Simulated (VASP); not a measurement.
Band structure of Ti (hcp). Calculation: PBE GGA, VASP's PBE PAW potentials (set 64) (plane waves; VASP 6.6.1).

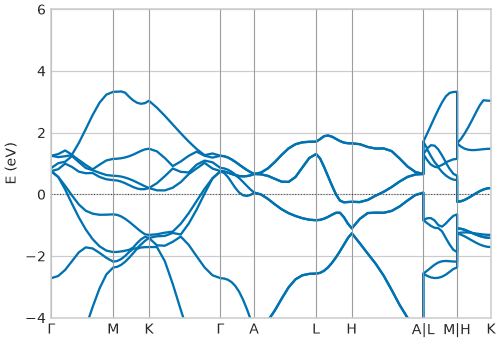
Bands along high-symmetry lines, zero at the valence-band maximum or, without a gap, the Fermi level

Problem. Read the plot: is there a gap, and where are the band edges?

Solution. It has no gap at this level: it comes out as a metal or semimetal. (Edges off the drawn lines would not show.)

The compound is Ti in the hcp structure. It was relaxed first.
